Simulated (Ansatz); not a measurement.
```xyz
9

Al    0.0738    0.0154    0.9240
F     0.8474    1.4674    1.1148
O     1.0527   -1.2003    0.0303
Si    2.1713   -1.4804   -1.2098
H     1.6504   -2.5502   -2.0983
H     2.4472   -0.2256   -1.9576
H     3.3837   -1.9447   -0.4726
Cl   -0.9573   -0.1765   -1.0268
F    -0.7730   -0.6067    2.2008
```

These are results of Ansatz 0.2.0, UKS PBE0-D4/def2-SVP, not measurements.

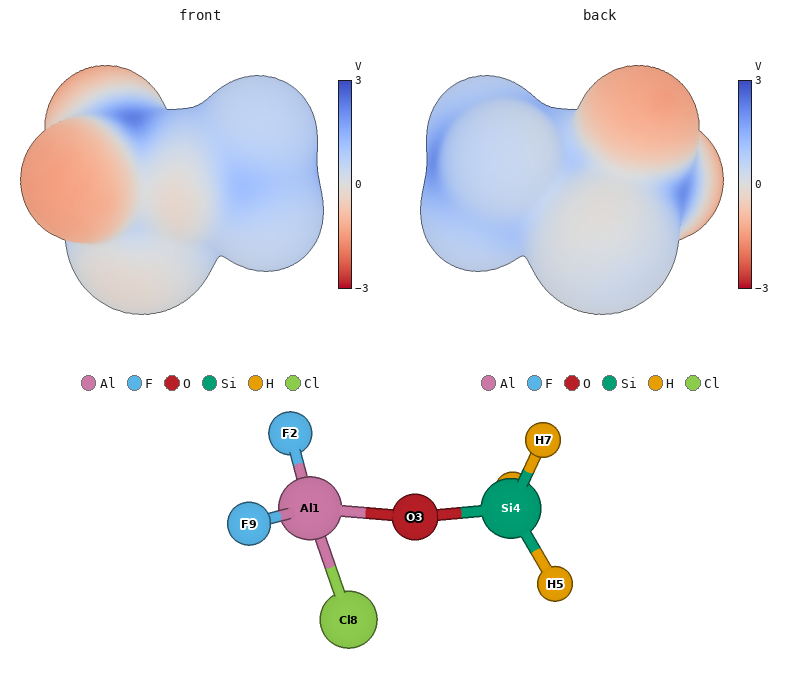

AlClF2H3OSi (doublet). The molecular electrostatic potential painted on the density surface at 0.001 e/bohr³, seen from the front and from behind; the colour scale runs from red (negative) to blue (positive). The bare structure is drawn below in the same view.

Describe the electrostatic potential map.

Answer. The most negative region (about −1.4 V, or −32 kcal/mol for a unit charge) lies over F2 and F9, the most positive (about +2.0 V, or +46 kcal/mol for a unit charge) over Al1 and Si4.
